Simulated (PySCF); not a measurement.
Molecule: SMILES F[SiH2]C#C[Si](Cl)(Cl)Cl. Atoms near the plane z = 1.2 Å, at the B3LYP/def2-SVP optimised geometry (x, y, z in Å): Si5 (-0.7, -1.0, 0.0), Cl6 (-1.4, 1.0, 0.0), Cl7 (-1.4, -1.9, 1.7), Cl8 (1.4, -1.0, 0.0).

Level of theory: PySCF 2.14.0 with B3LYP/def2-TZVP. The values are rescaled to run from 0 to 1.

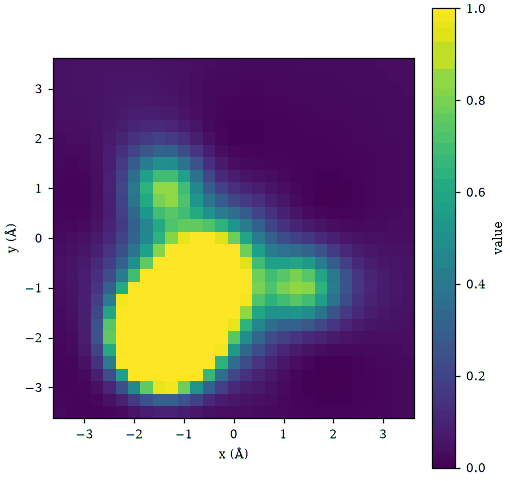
Fig. 1. a field on the plane z = 1.2 Å.

Question: Which quantity is mapped?
A) Laplacian of the electron density
B) electron localisation function
C) an orbital amplitude
D) electrostatic potential

Answer: D, electrostatic potential. In full: electrostatic potential (hartree/e), clipped to [-0.08, 0.12].
